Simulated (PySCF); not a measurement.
## A study: BrH$_{2}$Te, charge −1, SMILES `[Br-].[TeH2]`

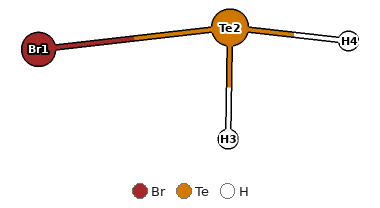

The molecule, with its atoms numbered as below.

Coordinates in Å:

```
Br1      1.7812    0.0028    0.0000
Te2     -1.1254   -0.0392    0.0000
H3      -0.9376    1.6073    0.0000
H4      -2.8865    0.3337    0.0000
```

Part 1: Bonding charge

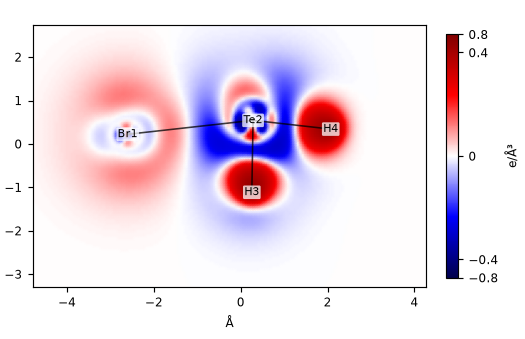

Deformation density (molecule less spherical, spin-averaged free atoms) in the molecular plane; colour scale in e/Å³, logarithmic beyond ±0.1; red: gain, blue: loss.

Level of theory: B3LYP/def2-SVPD (PySCF), at an unrelaxed start geometry of a pair search. Core potentials replace the inner electrons of Te; spin–orbit coupling isn't included.

Describe the bonding that the map shows.

Answer. Te2–H3: +0.15 e/Å³ at the bond critical point (bond length 1.66 Å). Te2–H4: +0.09 e/Å³ at the bond critical point (bond length 1.80 Å). Br1–Te2: −0.02 e/Å³ at the bond critical point (bond length 2.91 Å). In all, 1.4 electrons gather in the regions of gain relative to the promolecule of neutral atoms (this includes the anion's extra charge). A small or negative value marks a very polar bond, one between electron-rich atoms, whose free-atom densities already overlap strongly, a long bond to a heavier atom, or a closed-shell contact such as a hydrogen bond.

Where do the Hirshfeld charges lie?

Answer. The highest Hirshfeld charge is on H3 (−0.05 e), the lowest on Br1 (−0.66 e).

| atom | charge (e) |
| --- | --- |
| Br1 | −0.66 |
| Te2 | −0.13 |
| H3 | −0.05 |
| H4 | −0.16 |

Part 2: Bond critical points

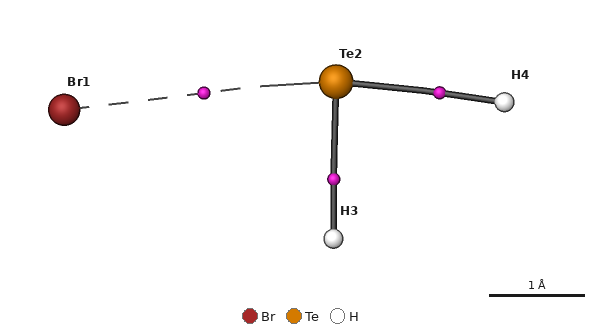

Molecular graph of the electron density (QTAIM): bond paths, bond critical points (magenta), ring points (cyan, if any); weak paths are dashed.

How many critical points of each kind are there, and does the count close?

Answer. 4 nuclei, 3 bond, 0 ring and 0 cage critical points: 4 − 3 + 0 − 0 = 1, as the Poincaré–Hopf relation requires.

Give the properties at the bond critical points.

Answer.
```csv
bond,length (Å),ρ (a.u.),∇²ρ (a.u.),ε,H (a.u.)
Te2–H3,1.657,0.131,+0.04,0.13,−0.072
Te2–H4,1.800,0.100,+0.02,0.13,−0.046
Br1–Te2,2.907,0.036,+0.07,0.13,−0.003
```

What kind of interaction is Br1–Te2?

Answer. Polar or intermediate (positive Laplacian, negative energy density H): ρ = 0.036, ∇²ρ = +0.07, H = −0.003 a.u.

Are there bond paths between atoms that aren't covalently bonded?

Answer. Yes: Br1–Te2 (2.91 Å, ρ = 0.036).

Part 3: Electrostatic potential

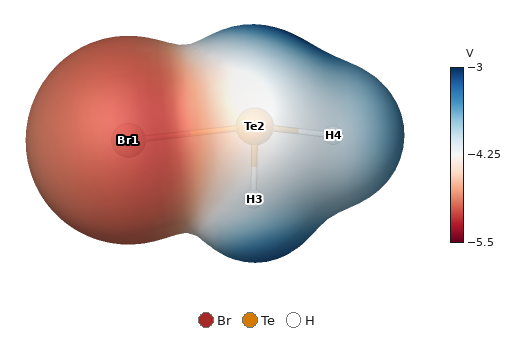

Electrostatic potential on the surface of electron density 0.001 a.u.

Where are the extremes of the potential on the surface?

Answer. Highest: −3.06 V, off the Te2–H4 bond (2.3 to 2.5 Å from its atoms). Further maxima include −3.51 V, 1.6 Å from H4; −4.81 V, 2.3 Å from Br1. Lowest: −5.10 V, off the molecular plane, over Br1 (2.4 Å), and at like points elsewhere. The surface is sampled at points, so like sites can differ by a few per cent and only the strongest of them is named.

What volume does the surface enclose?

Answer. About 122 Å³.

The PySCF run shown took 7.7 s on 1 thread of Arm Neoverse V2, with other jobs on the host.
